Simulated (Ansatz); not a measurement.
# Ag: pressure series

The parent structure is Ag in the fcc (Cu type) structure (space group Fm-3m, No. 225; a = 4.054 Å).

Cell and atoms are relaxed at each pressure.

Computed with PBEsol (Ansatz, a first-principles code), no SOC.

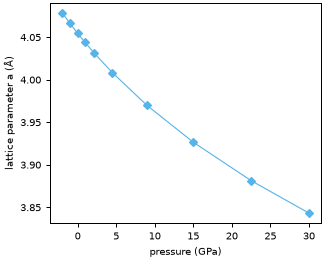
Figure: Lattice parameter a against pressure

```tsv
pressure (GPa)	lattice parameter a
-2	7.707 bohr
-1	7.684 bohr
0.9	7.643 bohr
2.1	7.619 bohr
4.5	7.575 bohr
9	7.502 bohr
15	7.420 bohr
22.5	7.335 bohr
30	7.263 bohr
```

Load acts through the strain it causes; cell and atoms are relaxed under it. Whether these cells are dynamically stable was not tested. No other phases were tried under pressure.
